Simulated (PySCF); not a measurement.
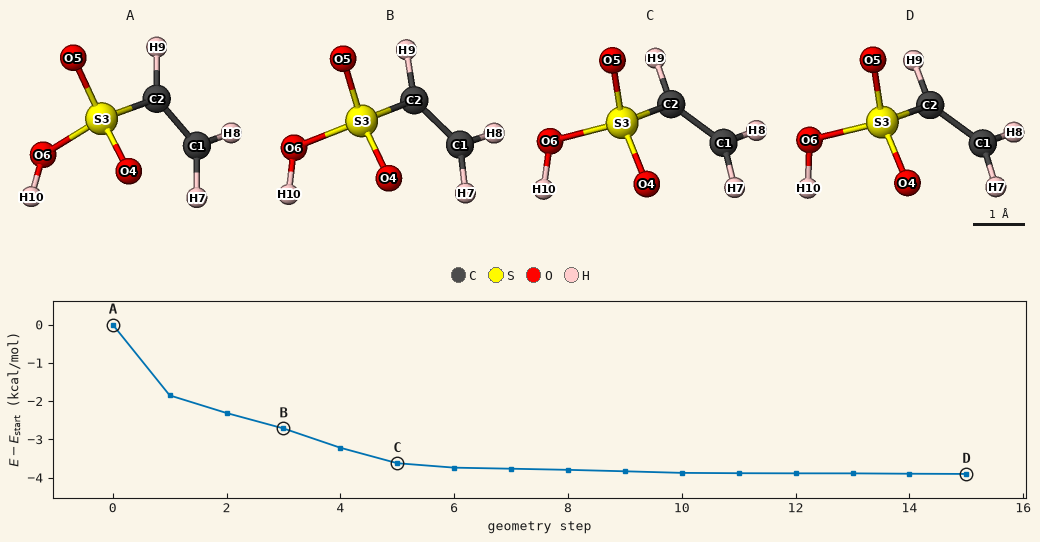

Frames of a relaxation of C₂H₄O₃S, marked on the history of the run. A ball-and-stick model, seen from a free direction.

The start comes from MMFF94s.

Method: PBE0-D3(BJ)/def2-SVP geometry optimisation, gas phase (PySCF 2.14.0, density-fitted response routines). 

What happens along the run?

The atom that moves furthest after the best rigid fit is H9 (0.63 Å). By element the largest moves are H 0.63 Å, O 0.47 Å, C 0.22 Å, S 0.08 Å. Among the contacts that change: C2–S3 1.729 → 1.761 Å, C2–H9 1.081 → 1.093 Å, C1–C2 1.340 → 1.329 Å, S3–O6 1.612 → 1.623 Å. Among the angles between lasting bonds that change: C1–C2–H9 122.3° → 125.9°, S3–C2–H9 116.8° → 113.7°, O4–S3–O6 105.1° → 107.5°. Groups turn about S3–O6 by about 40°, C2–S3 by about 35°. Over 15 geometry steps the energy falls by 3.90 kcal/mol. The run took 66 s on 1 thread of Arm Neoverse V1, on a shared host. From step 0 to 3: H7 moves most (0.29 Å), energy −2.71 kcal/mol. From step 3 to 5: H9 moves most (0.31 Å), energy −0.91 kcal/mol. From step 5 to 15: H10 moves most (0.22 Å), energy −0.28 kcal/mol.
